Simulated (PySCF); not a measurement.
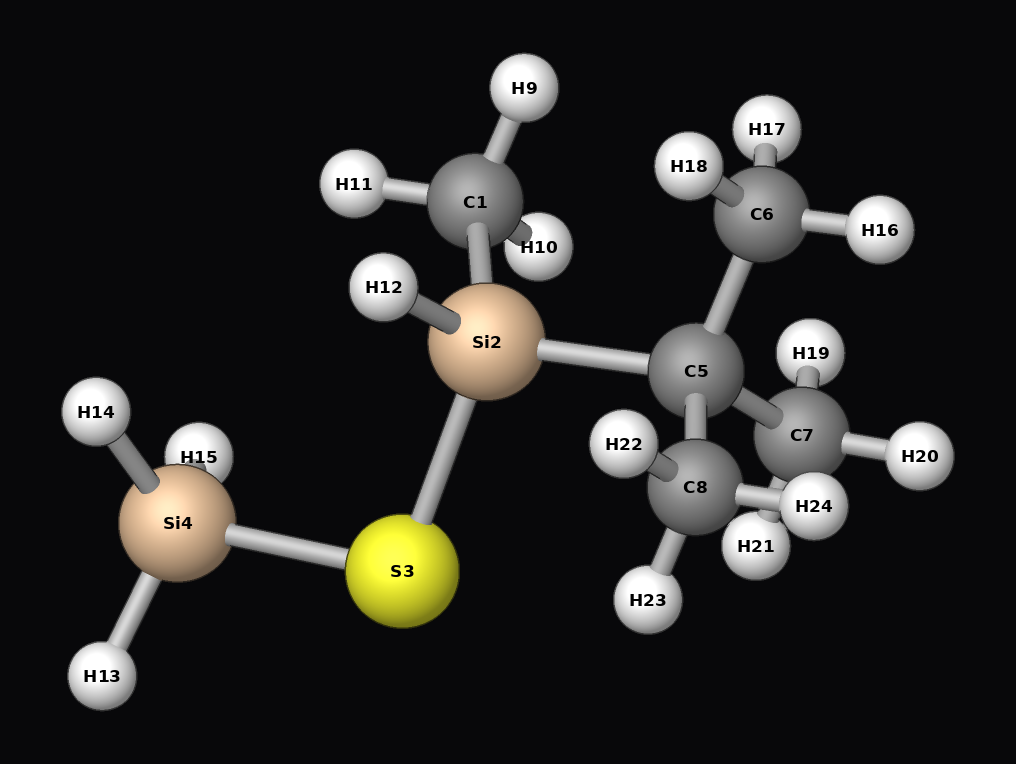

Computed geometry: GFN2-xTB optimisation. No frequency run is at hand to confirm it as a minimum. Level of theory: GIAO PBE0/pcSseg-1 NMR shielding, non-relativistic, gas phase (PySCF 2.14.0). Principal shieldings σ11 ≤ σ22 ≤ σ33, span Ω = σ33 − σ11, skew κ = 3(σiso − σ22)/Ω.

Give the shielding tensors of the S atoms.

```json
{"atom": "S3", "σ11": "791.6", "σ22": "797.0", "σ33": "892.7", "σiso": "827.1", "Ω": "101.1", "κ": "0.89"}
```

Shieldings and span in ppm.

The geometry is semi-empirical. Around Si such bond lengths and angles can be off by a tenth of an ångström or more and by several degrees, and values that hang on the shape move with them.
